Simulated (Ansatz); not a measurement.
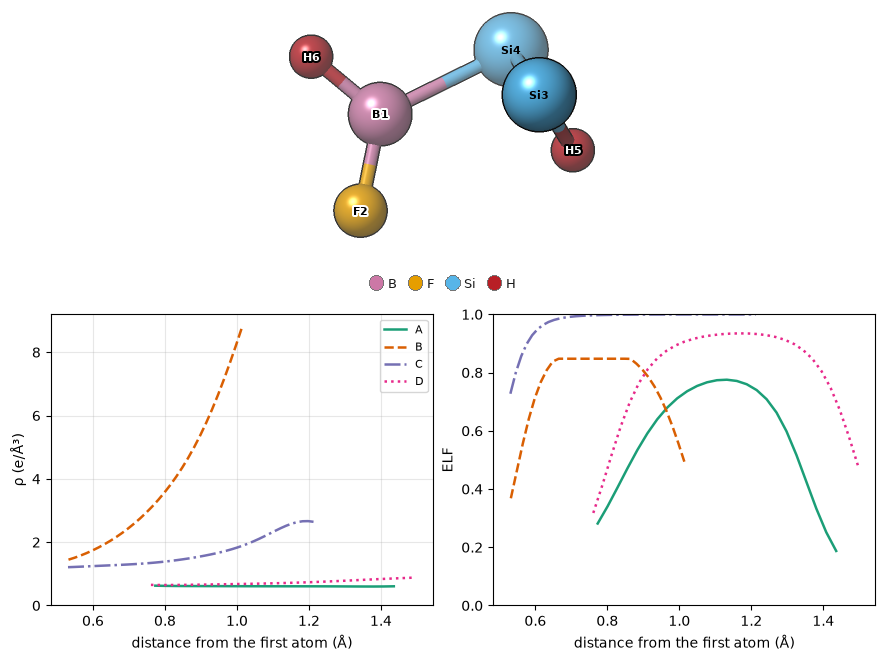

Figure. BFH2Si2 (SMILES FB[Si]#[SiH]). Total electron density and ELF along straight lines between neighbouring atoms. The curves leave out the atomic cores. The structure is drawn too.

Geometry: B3LYP-D3(BJ)/def2-SVP.

Theory: isolated molecule in a Gaussian basis; Kohn-Sham density functional theory, functional PBE0 in Ansatz 0.2.0.

```xyz
6

B     0.8375    0.4347   -0.1690
F     1.0505    0.8319   -1.4201
Si   -1.3637    1.8039    0.4883
Si   -0.8674   -0.3453    0.6074
H    -1.7775    0.5592   -0.5430
H     1.7902    0.3879    0.5799
```

Which curve belongs to which contact (B–F, B–H, Si–B and Si–Si)? The first atom named is at distance zero.

Answer. Curve A: Si–Si (2.21 Å): ρ at the midpoint is about 0.61 e/Å³; the ELF peaks at about 0.80 between the atoms (a covalent bond). Curve B: B–F (1.33 Å): ρ is about 2.2 e/Å³ halfway; the ELF peaks at about 0.85 between the atoms; a shared but strongly polarised pair. Curve C: B–H (1.21 Å): the density is about 1.2 e/Å³ at the midpoint; the ELF climbs to about 1 towards the hydrogen, as it does in any bond to H: an ordinary covalent bond to hydrogen. Curve D: Si–B (2.03 Å): the density is about 0.68 e/Å³ at the midpoint; the ELF peaks at about 0.95 between the atoms, as expected for localised, covalent bonding.
